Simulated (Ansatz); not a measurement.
# H4OSiSn: how energies converge with the basis set

Aim: see how fast density functionals converge with the basis set for H4OSiSn.

The runs use Ansatz 0.2.0, Gaussian basis; one geometry, several basis sets.

Levels to be run: PBE0-D4/def2-SVP; ωB97M-V/def2-SVP; PBE0-D4/def2-QZVPP; ωB97M-V/def2-QZVPP; the functionals' def2-TZVPP values are taken from earlier runs.

1 further run of the same task is left out (for a known fault of the program).

**1. Structure used throughout**

All runs share one geometry, relaxed beforehand with PBE0-D4 in a triple-zeta def2 set. Sn takes the def2 core potential; no spin-orbit term is included.

7 atoms, charge 0, spin multiplicity 1.

Atoms are counted from 1 here; the program's logs count them from 0.

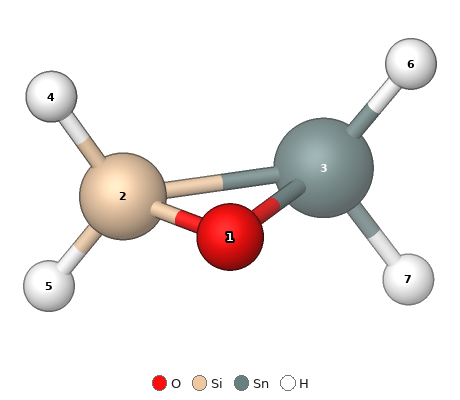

The structure; oxygen red, silicon light orange, tin teal, hydrogen white; atoms are numbered from 1 in the order of the file.

Geometry (Å):

| atom | x (Å) | y (Å) | z (Å) |
| --- | --- | --- | --- |
| O1 | -0.01798 | -1.20558 | 0.34279 |
| Si2 | -0.57958 | -0.47174 | -0.98586 |
| Sn3 | 0.55617 | 0.80522 | 0.77560 |
| H4 | -2.04878 | -0.36039 | -1.17652 |
| H5 | 0.09030 | -0.73235 | -2.28611 |
| H6 | -0.18645 | 1.15999 | 2.27352 |
| H7 | 2.24763 | 0.73674 | 1.01098 |

**2. PBE0-D4 in def2-SVP**

in.yaml

```yaml
crystal:
  periodic: [false, false, false]
  atoms:
    - {symbol: O, position_ang: [-0.017976, -1.205585, 0.342788]}
    - {symbol: Si, position_ang: [-0.579580, -0.471740, -0.985858]}
    - {symbol: Sn, position_ang: [0.556170, 0.805225, 0.775598]}
    - {symbol: H, position_ang: [-2.048784, -0.360389, -1.176519]}
    - {symbol: H, position_ang: [0.090299, -0.732346, -2.286110]}
    - {symbol: H, position_ang: [-0.186453, 1.159990, 2.273520]}
    - {symbol: H, position_ang: [2.247625, 0.736745, 1.010982]}
basis:
  gaussian: {orbitals: def2-SVP}
hamiltonian: {xc: pbe0, dispersion: d4}
output: {orbitals: {seedname: orbitals}}
```

The run is started by

```
$ ansatz run in.yaml --threads 2 --pin off --events-out ev --progress --plain --max-ram 4352MiB
```

Further steps of the session: ωB97M-V in def2-SVP; PBE0-D4 in def2-QZVPP; ωB97M-V in def2-QZVPP.

Q: Predict the results of all the runs planned. Wanted: PBE0-D4: double and triple zeta above quadruple; ωB97M-V: double and triple zeta above quadruple.

The runs gave:

```
                                       quantity          value
PBE0-D4: double and triple zeta above quadruple  6.34, 0.46 eV
ωB97M-V: double and triple zeta above quadruple  6.43, 0.44 eV
```

What this shows: For PBE0-D4 the step from double to triple zeta gains 5.87 eV and the next only 0.46 eV. These are total energies; as a rule much of such shifts cancels in differences, which this series doesn't test.
